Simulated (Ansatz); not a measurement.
Start from this file.

```cif
data_structure
_symmetry_space_group_name_H-M 'P 1'
_symmetry_Int_Tables_number 1
_cell_length_a 3.1831
_cell_length_b 3.1831
_cell_length_c 5.1836
_cell_angle_alpha 90.000
_cell_angle_beta 90.000
_cell_angle_gamma 120.000
_cell_volume 45.48
loop_
_atom_site_label
_atom_site_type_symbol
_atom_site_fract_x
_atom_site_fract_y
_atom_site_fract_z
_atom_site_occupancy
Ga1 Ga 0.66667 0.33333 0.49911 1
Ga2 Ga 0.33333 0.66667 0.99911 1
N1 N 0.66667 0.33333 0.87589 1
N2 N 0.33333 0.66667 0.37589 1
```

Question: Give a crystallographic description of this input.

Answer: Its composition is GaN. The atoms follow space group P6_3mc (No. 186); the Bravais lattice is primitive hexagonal. Prototype: wurtzite. Atoms per cell: 4 (2 Ga, 2 N). The neighbours of Ga are four N in a tetrahedral arrangement at 1.95 Å. The N atoms are each bonded to four Ga in a tetrahedral arrangement at 1.95 Å. The bonds build a three-dimensional framework.

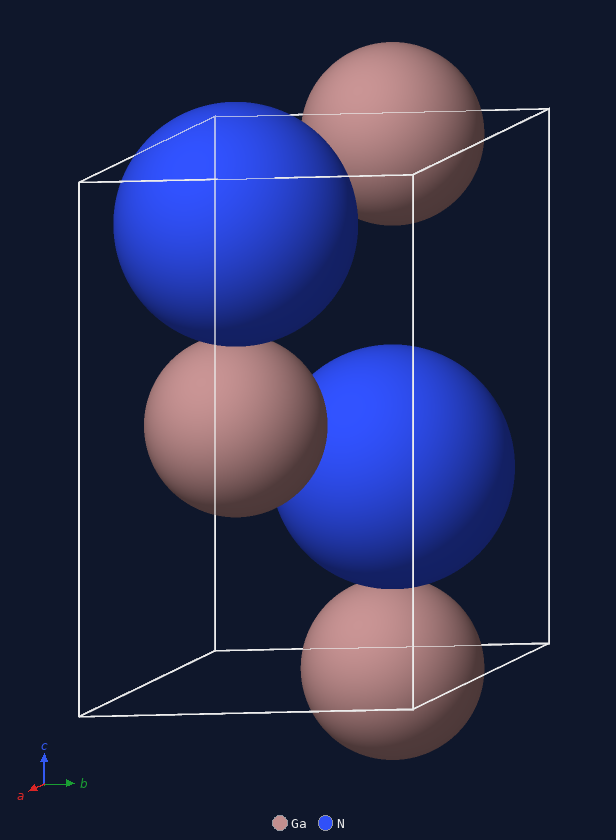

Space-filling drawing of the structure, looking slightly off an axis. Lines trace the edges of the conventional unit cell. Colours: gallium pink, nitrogen blue.

The starting point was a structure listed in the Materials Project. Earlier steps of the study may have refined or changed the cell and positions. It was run through Ansatz as a DFT input.
